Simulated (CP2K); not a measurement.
**PBE0/TZV2P-MOLOPT-PBE0-GTH (core potential) run of NO+ (SMILES N#[O+])**

Aim: the energy change on altering one bond length of NO+ at PBE0/TZV2P-MOLOPT-PBE0-GTH (core potential), from 2 runs. 

The results are computed with CP2K 2026.2.

1 further run of the same task is left out (it didn't finish).

## 1. The structure to begin with

NO+ has 2 atoms, charge +1, and is taken as a singlet. SMILES: `N#[O+]`. The bond length is the measured one.

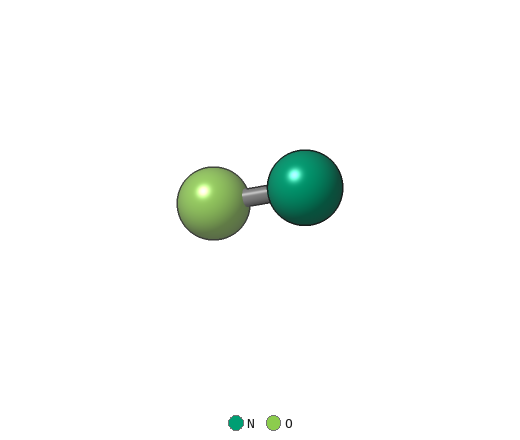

The structure, seen from a chosen angle (nitrogen teal, oxygen green).

## 2. A single-point energy at PBE0/TZV2P-MOLOPT-PBE0-GTH (core potential)

File run.inp:

```
&GLOBAL
  PROJECT run
  RUN_TYPE ENERGY
  PRINT_LEVEL MEDIUM
&END GLOBAL
&FORCE_EVAL
  METHOD QUICKSTEP
  &DFT
    BASIS_SET_FILE_NAME BASIS_MOLOPT_UZH
    BASIS_SET_FILE_NAME BASIS_ADMM_UZH
    POTENTIAL_FILE_NAME POTENTIAL_UZH
    CHARGE 1
    MULTIPLICITY 1
    &QS
      METHOD GPW
      EPS_DEFAULT 1.0E-10
    &END QS
    &MGRID
      CUTOFF 400
      REL_CUTOFF 50
      NGRIDS 4
    &END MGRID
    &POISSON
      PERIODIC NONE
      POISSON_SOLVER MULTIPOLE
    &END POISSON
    &SCF
      SCF_GUESS ATOMIC
      EPS_SCF 1.0E-06
      MAX_SCF 50
      &OT ON
        MINIMIZER DIIS
        PRECONDITIONER FULL_ALL
      &END OT
      &OUTER_SCF
        EPS_SCF 1.0E-06
        MAX_SCF 8
      &END OUTER_SCF
    &END SCF
    &XC
      &XC_FUNCTIONAL
        &PBE
          SCALE_X 0.75
          SCALE_C 1.0
        &END PBE
      &END XC_FUNCTIONAL
      &HF
        FRACTION 0.25
        &SCREENING
          EPS_SCHWARZ 1.0E-09
          SCREEN_ON_INITIAL_P F
        &END SCREENING
        &INTERACTION_POTENTIAL
          POTENTIAL_TYPE COULOMB
        &END INTERACTION_POTENTIAL
        &MEMORY
          MAX_MEMORY 1050
        &END MEMORY
      &END HF
    &END XC
    &AUXILIARY_DENSITY_MATRIX_METHOD
      ADMM_TYPE ADMMS
      EXCH_CORRECTION_FUNC PBEX
    &END AUXILIARY_DENSITY_MATRIX_METHOD
    &PRINT
      &MOMENTS
        PERIODIC F
        REFERENCE COM
        MAX_MOMENT 1
      &END MOMENTS
      &MO_CUBES
        NLUMO 5
        NHOMO -1
        WRITE_CUBE F
      &END MO_CUBES
      &HIRSHFELD OFF
      &END HIRSHFELD
    &END PRINT
  &END DFT
  &SUBSYS
    &CELL
      ABC [angstrom] 7 7 8.1
      PERIODIC NONE
    &END CELL
    &COORD
      N      3.500000     3.500000     3.518390
      O      3.500000     3.500000     4.581610
    &END COORD
    &KIND N
      BASIS_SET ORB TZV2P-MOLOPT-PBE0-GTH-q5
      BASIS_SET AUX_FIT admm-tzp-q5
      POTENTIAL GTH-PBE0-q5
    &END KIND
    &KIND O
      BASIS_SET ORB TZV2P-MOLOPT-PBE0-GTH-q6
      BASIS_SET AUX_FIT admm-tzp-q6
      POTENTIAL GTH-PBE0-q6
    &END KIND
  &END SUBSYS
&END FORCE_EVAL
```

Run with:

```bash
$ OMP_NUM_THREADS=1 cp2k.psmp run.inp > run.out
```

The program printed:

```text
CP2K| version string:                                       CP2K version 2026.2
[...]
 GLOBAL| Method name                                                        CP2K
[...]
 GLOBAL| Run type                                                         ENERGY
[...]
 DFT| Spin restricted Kohn-Sham (RKS) calculation                            RKS
 DFT| Multiplicity                                                             1
[...]
 DFT| Charge                                                                   1
[...]
 FUNCTIONAL| PBE:
 QS| Method:                                                                 GPW
[...]
 QS| Density cutoff [a.u.]:                                                200.0
[...]
 QS| Relative density cutoff [a.u.]:                                        25.0
[...]
                             - Atoms:                                          2
[...]
                             - Spherical basis functions:                     58
[...]
 Number of electrons:                                                         10
[...]
     1 OT DIIS     0.15E+00    1.4     0.39175269       -22.1486293511 -2.21E+01
[...]
    48 OT DIIS     0.15E+00    1.0     0.00000082       -25.4938348439 -9.77E-11
  *** SCF run converged in    48 steps ***
[...]
  Overlap energy of the core charge distribution:               0.00000138554510
  Self energy of the core charge distribution:                -65.99113612989812
  Core Hamiltonian energy:                                     18.08909729992037
  Hartree energy:                                              27.87335221870584
  Exchange-correlation energy:                                 -4.20184125292243
  Hartree-Fock Exchange energy:                                -1.26330836523235
  Total energy:                                               -25.49383484388159
[...]
                     Mulliken Population Analysis
 #  Atom  Element  Kind  Atomic population                           Net charge
       1     N        1          4.469430                              0.530570
       2     O        2          5.530570                              0.469430
 # Total charge                             10.000000                  1.000000
[...]
  Dipole moment [Debye]
    X=  0.4149620E-05 Y= -0.2509989E-04 Z= -0.3789940E+00  Total=      0.3789940
[...]
 WARNING : did not converge in ot_eigensolver
 number of iterations          299  exceeded maximum
 current gradient / target gradient   1.0397936376667532E-003  /    1.0000000000000001E-005
[...]
 HOMO - LUMO gap [eV] :   12.161742
 ENERGY| Total FORCE_EVAL ( QS ) energy [hartree]            -25.493834843881586
[...]
```

Run time: 51 s. Hardware: 1 thread of Arm Neoverse V1, shared host; peak memory 0.48 GiB.

## 3. The distorted shape at the same level

File mol.inp:

```
&global
  project_name mol
  run_type ENERGY
  print_level MEDIUM
&end global
&force_eval
  method Quickstep
  &dft
    basis_set_file_name BASIS_MOLOPT_UZH
    basis_set_file_name BASIS_ADMM_UZH
    potential_file_name POTENTIAL_UZH
    charge 1
    multiplicity 1
    &qs
      method GPW
      eps_default 1.0E-10
    &end qs
    &mgrid
      cutoff 400
      rel_cutoff 50
      ngrids 4
    &end mgrid
    &poisson
      periodic NONE
      poisson_solver MULTIPOLE
    &end poisson
    &scf
      scf_guess ATOMIC
      eps_scf 1.0E-06
      max_scf 40
      &ot ON
        minimizer CG
        preconditioner FULL_SINGLE_INVERSE
      &end ot
      &outer_scf
        eps_scf 1.0E-06
        max_scf 8
      &end outer_scf
    &end scf
    &xc
      &xc_functional
        &pbe
          scale_x 0.75
          scale_c 1.0
        &end pbe
      &end xc_functional
      &hf
        fraction 0.25
        &screening
          eps_schwarz 1.0E-09
          screen_on_initial_p F
        &end screening
        &interaction_potential
          potential_type COULOMB
        &end interaction_potential
        &memory
          max_memory 1050
        &end memory
      &end hf
    &end xc
    &auxiliary_density_matrix_method
      admm_type ADMMS
      exch_correction_func PBEX
    &end auxiliary_density_matrix_method
    &print
      &moments
        periodic F
        reference COM
        max_moment 1
      &end moments
      &mo_cubes
        nlumo 5
        nhomo -1
        write_cube F
      &end mo_cubes
      &hirshfeld OFF
      &end hirshfeld
    &end print
  &end dft
  &subsys
    &cell
      abc [angstrom] 7 7 8.2
      periodic NONE
    &end cell
    &coord
      SCALED T
      N    0.50000000   0.50000000   0.42544512
      O    0.50000000   0.50000000   0.57455488
    &end coord
    &kind N
      basis_set ORB TZV2P-MOLOPT-PBE0-GTH-q5
      basis_set AUX_FIT admm-tzp-q5
      potential GTH-PBE0-q5
    &end kind
    &kind O
      basis_set ORB TZV2P-MOLOPT-PBE0-GTH-q6
      basis_set AUX_FIT admm-tzp-q6
      potential GTH-PBE0-q6
    &end kind
  &end subsys
&end force_eval
```

Run with:

```bash
$ OMP_NUM_THREADS=1 cp2k.psmp -i mol.inp -o mol.out
```

The program printed:

```text
CP2K| version string:                                       CP2K version 2026.2
[...]
 GLOBAL| Method name                                                        CP2K
[...]
 GLOBAL| Run type                                                         ENERGY
[...]
 DFT| Spin restricted Kohn-Sham (RKS) calculation                            RKS
 DFT| Multiplicity                                                             1
[...]
 DFT| Charge                                                                   1
[...]
 FUNCTIONAL| PBE:
 QS| Method:                                                                 GPW
[...]
 QS| Density cutoff [a.u.]:                                                200.0
[...]
 QS| Relative density cutoff [a.u.]:                                        25.0
[...]
                             - Atoms:                                          2
[...]
                             - Spherical basis functions:                     58
[...]
 Number of electrons:                                                         10
[...]
     1 OT CG       0.80E-01    1.4     0.34779170       -22.7097043957 -2.27E+01
[...]
    10 OT CG       0.10E+00    1.0     0.00000056       -25.4375727156 -4.99E-11
  *** SCF run converged in    10 steps ***
[...]
  Overlap energy of the core charge distribution:               0.00000001062531
  Self energy of the core charge distribution:                -65.99113612989812
  Core Hamiltonian energy:                                     17.41788715527273
  Hartree energy:                                              28.41836495648741
  Exchange-correlation energy:                                 -4.07481778157547
  Hartree-Fock Exchange energy:                                -1.20787092655885
  Total energy:                                               -25.43757271564702
[...]
                     Mulliken Population Analysis
 #  Atom  Element  Kind  Atomic population                           Net charge
       1     N        1          4.456775                              0.543225
       2     O        2          5.543225                              0.456775
 # Total charge                             10.000000                  1.000000
[...]
  Dipole moment [Debye]
    X= -0.5643263E-07 Y= -0.1499944E-05 Z= -0.7416950E+00  Total=      0.7416950
[...]
 HOMO - LUMO gap [eV] :   10.102073
 ENERGY| Total FORCE_EVAL ( QS ) energy [hartree]            -25.437572715647018
[...]
```

Run time: 83 s. Hardware: 1 thread of Arm Neoverse V1, shared host; peak memory 0.48 GiB.

## 4. Results

At PBE0/TZV2P-MOLOPT-PBE0-GTH (core potential):

```
                                                         quantity         value
                                        first shape: total energy  -25.49383 Eh
                                         first shape: HOMO energy     -25.23 eV
                                         first shape: LUMO energy     -13.06 eV
                                       first shape: HOMO–LUMO gap      12.16 eV
                                    distorted shape: total energy  -25.43757 Eh
                                     distorted shape: HOMO energy     -24.85 eV
                                     distorted shape: LUMO energy     -14.74 eV
                                   distorted shape: HOMO–LUMO gap      10.10 eV
energy change with the N1–O2 bond stretched from 1.063 to 1.223 Å      1.531 eV
```

With the N1–O2 bond stretched from 1.063 to 1.223 Å the energy rises by 1.53 eV (35 kcal/mol). The first shape isn't relaxed at this level, so the change isn't measured from a minimum.
